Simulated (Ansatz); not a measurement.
# Glassy 46SiO2-16Al2O3-16BaO-16Li2O-5Sc2O3 (mol %): a series in quench rate

Does a slower quench leave a cell of lower energy?

Computed with Ansatz 0.2.0: Kohn-Sham DFT, PBE, PAW (set soft_2). Every run is a single point, with the atoms held where the recipe put them (cutoff of the plane-wave runs 420 eV, fixed occupations).

First member: 121 atoms (17 Si, 12 Al, 6 Ba, 12 Li, 4 Sc, 70 O) placed at random at 3.16 g/cm³, melted at 4000 K for 10 ps at fixed volume with the Morse and Coulomb pair potential with partial charges (Pedone, Malavasi, Menziani, Cormack and Segre, J. Phys. Chem. B 110, 11780 (2006)). Quenched from 4000 K to 300 K at 10 K/ps and fixed volume, held 10 ps at zero pressure, then minimised at fixed cell.

Last member: 121 atoms (17 Si, 12 Al, 6 Ba, 12 Li, 4 Sc, 70 O) placed at random at 3.16 g/cm³, melted at 4000 K for 10 ps at fixed volume with the Morse and Coulomb pair potential with partial charges (Pedone, Malavasi, Menziani, Cormack and Segre, J. Phys. Chem. B 110, 11780 (2006)). Quenched from 4000 K to 300 K at 1000 K/ps and fixed volume, held 10 ps at zero pressure, then minimised at fixed cell.

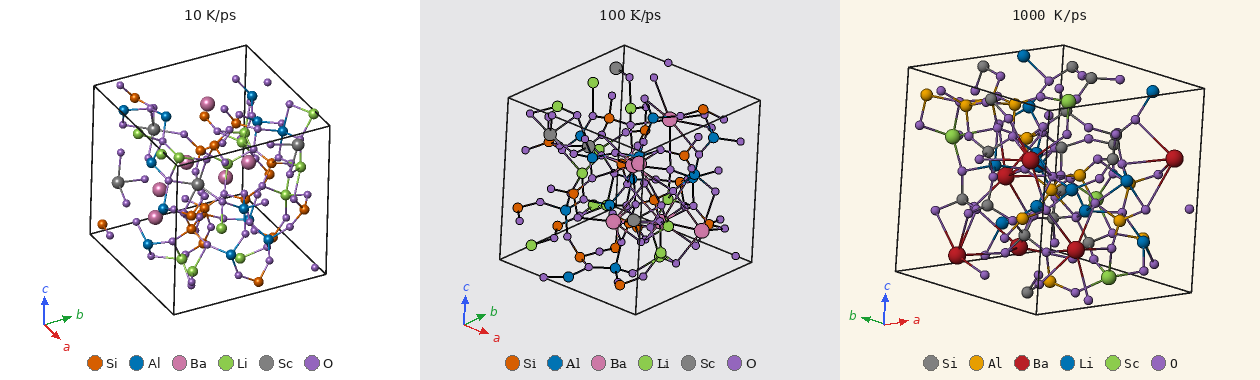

Three members of the series, labelled by quench rate. Bonds to atoms that aren't drawn are left out. Some periodic images of atoms are drawn too.

The members:

```tsv
quench rate (K/ps)	reduced formula	atoms	valence electrons	k-mesh	basis	density (g/cm³)
10	Ba6Li12Sc4Al12Si17O70	121	664	1×1×1	plane waves	3.14
30	Ba6Li12Sc4Al12Si17O70	121	664	1×1×1	plane waves	3.22
100	Ba6Li12Sc4Al12Si17O70	121	664	1×1×1	plane waves	3.33
300	Ba6Li12Sc4Al12Si17O70	121	664	1×1×1	plane waves	3.26
1000	Ba6Li12Sc4Al12Si17O70	121	664	1×1×1	plane waves	3.14
```

Each cell is one sample from a classical run, so sample-to-sample scatter enters every column.

The input of the first member, without its atom lines; other members have their own cell and atoms, and may differ in mesh, basis and outputs:

```yaml
crystal:
  lattice:
    - [11.67426, 0.0, 0.0]
    - [0.0, 11.67426, 0.0]
    - [0.0, 0.0, 11.67426]
  atoms:
    [... 121 lines ...]
kpoints:
  mp_grid: { grid: [1, 1, 1] }
hamiltonian:
  xc: pbe
scf:
  occupations: { method: fixed }
output:
  forces: true
  stress: true
  populations: true
  dos:
    method: { smearing: { sigma: 0.15 } }
    de: 0.1
    projected: { site_lists: { Al: [Al], Ba: [Ba], Li: [Li], O: [O], Sc: [Sc] } }
  eigenvalues: true
  write_density: true
  write_potential: true
  volumetric_format: npy
```

Results; charges are mean Löwdin charges in e:

```tsv
quench rate (K/ps)	energy less the first member's (meV/atom)	pressure (GPa)	r.m.s. force (eV/Å)	gap (eV)	q(Sc)	q(Ba)	q(Li)
10	0.0	5.57	0.825	3.58	+1.28	+1.89	+0.81
30	3.6	6.14	0.845	3.75	+1.28	+1.90	+0.79
100	10.7	7.23	0.857	3.05	+1.27	+1.93	+0.78
300	14.0	5.58	0.899	3.50	+1.32	+1.89	+0.78
1000	49.1	5.13	0.830	3.22	+1.30	+1.89	+0.79
```

The gap is that between the highest filled and lowest empty Kohn-Sham level on the run's k-points; tail or defect levels can set it. The projection misses up to 0.062 e an atom, so the charges add up to more than the cell's charge.

Bonds in each cell, which the recipe sets and DFT didn't move; cutoffs follow each cell's own g(r) within set bounds (mean length in Å, and neighbours of the second kind about the first):

```tsv
quench rate (K/ps)	O-Si length	O-Si count	Al-O length	Al-O count
10	-	-	-	-
30	1.607	0.97	1.748	4.00
100	1.605	0.97	1.754	4.00
300	1.608	0.97	1.775	4.08
1000	1.607	0.97	1.776	4.08
```

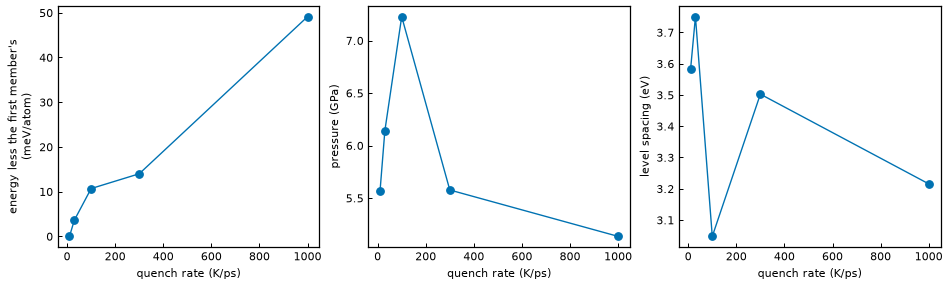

Results against quench rate.

Cost on 8 threads of Arm Neoverse N1, shared host:

```tsv
quench rate (K/ps)	atoms	basis	k-mesh	SCF cycles	time	host memory (GiB)
10	121	plane waves	1×1×1	10	44 s	2.4
30	121	plane waves	1×1×1	10	58 s	2.4
100	121	plane waves	1×1×1	10	61 s	2.3
300	121	plane waves	1×1×1	10	53 s	2.4
1000	121	plane waves	1×1×1	10	48 s	2.4
```

Times include the outputs that each run asked for, on hosts shared with other jobs.

**Reading.** The energy against the first member goes steadily from 0.0 meV/atom at 10 to 49.1 meV/atom at 1000 K/ps; each member is a single configuration. The slowest quench gives the lowest energy, by only 3.6 meV/atom, within the scatter of single samples. The gap is lowest at 100 K/ps (3.05 eV) and highest at 30 K/ps (3.75 eV); in single samples it varies with the configuration. The mean charge on Sc is lowest at 100 K/ps (+1.27 e) and highest at 300 K/ps (+1.32 e). The density spans 3.14 to 3.33 g/cm³, so the columns mix its effect with that of the quench rate. The pressure is lowest at 1000 K/ps (5.1 GPa) and highest at 100 K/ps (7.2 GPa), with no steady trend. The cells differ in volume and aren't at zero pressure, which adds to their energy differences.

Caveats: No spin–orbit coupling is included, so levels derived from the heavy atoms are approximate. The network of bonds at the start is that of the classical potential that made the cell, and needn't be the one that DFT or experiment would give. The cells aren't relaxed by DFT, which could reorder their energies. Even the slowest of these quenches is many orders faster than a laboratory quench.

[Logs are printed without paths, hosts, clocks, repeated set-up lines and the standing remarks that a program may print on its own settings, such as how far it seeks lower states.]

[Hosts, paths, dates, database ids (printed as entryN), source tags and the programs' standing remarks are cut or masked in the printed files.]
